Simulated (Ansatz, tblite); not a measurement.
Redistribution: C2H3I + SiH3(CH3) → C2H6Si + CH3I

Gas-phase species: C2H3I `C=CI`, singlet; SiH3(CH3) (methylsilane), singlet; C2H6Si (vinylsilane) `C=C[SiH3]`, singlet; CH3I `CI`, singlet. The partners trade I for SiH3; both sit on C, so the bond types are kept.

Shapes, held fixed at every level: PBE0-D4/def2-TZVP. Programs: Ansatz 0.2.0, tblite 0.8.0. The zero-point and thermal change to 298 K, harmonic and unscaled (PBE0-D4/def2-TZVP), is +2.4 kJ/mol.

```json
{"level": "GFN1-xTB", "kind": "semi-empirical", "ΔH(298 K) (kJ/mol)": "+14.6", "less CCSD(T)/def2-TZVPP": "+8.9"}
{"level": "HF/def2-TZVPP", "kind": "Hartree–Fock", "ΔH(298 K) (kJ/mol)": "-4.7", "less CCSD(T)/def2-TZVPP": "-10.4"}
{"level": "SPW92/def2-TZVPP", "kind": "LDA", "ΔH(298 K) (kJ/mol)": "+14.3", "less CCSD(T)/def2-TZVPP": "+8.6"}
{"level": "B3LYP-D4/def2-TZVPP", "kind": "global hybrid", "ΔH(298 K) (kJ/mol)": "+5.2", "less CCSD(T)/def2-TZVPP": "-0.5"}
{"level": "r2SCAN0-D4/def2-TZVPP", "kind": "global hybrid", "ΔH(298 K) (kJ/mol)": "+7.2", "less CCSD(T)/def2-TZVPP": "+1.5"}
{"level": "wB97M-V/def2-TZVPP", "kind": "range-separated hybrid", "ΔH(298 K) (kJ/mol)": "+5.7", "less CCSD(T)/def2-TZVPP": "0.0"}
{"level": "B2PLYP/def2-TZVPP", "kind": "double hybrid", "ΔH(298 K) (kJ/mol)": "+5.6", "less CCSD(T)/def2-TZVPP": "-0.1"}
{"level": "CCSD/def2-SVP", "kind": "coupled cluster or CI", "ΔH(298 K) (kJ/mol)": "+4.4", "less CCSD(T)/def2-TZVPP": "-1.3"}
{"level": "CCSD(T)/def2-TZVPP", "kind": "coupled cluster or CI", "ΔH(298 K) (kJ/mol)": "+5.7", "less CCSD(T)/def2-TZVPP": "0.0"}
```

The highest level, CCSD(T)/def2-TZVPP, gives ΔH(298 K) = +5.7 kJ/mol; the levels span -4.7 to +14.6. They disagree on the sign: 8 of 9 are positive. The column of differences is taken from that level and isn't an error. No measured value is set beside it here. For atoms past krypton def2 sets carry core potentials with scalar relativity. Outer-core shells of I are correlated, in sets that cover them unevenly.

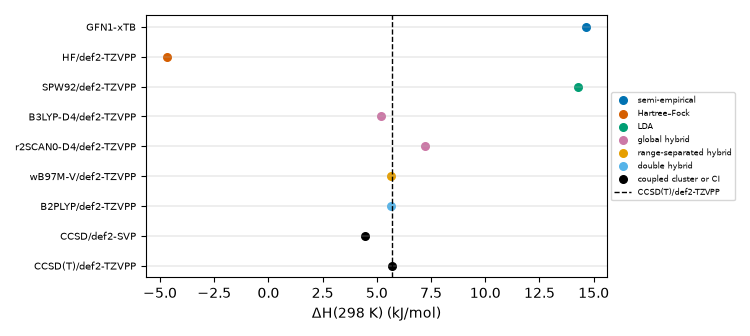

The values of the table, level by level.
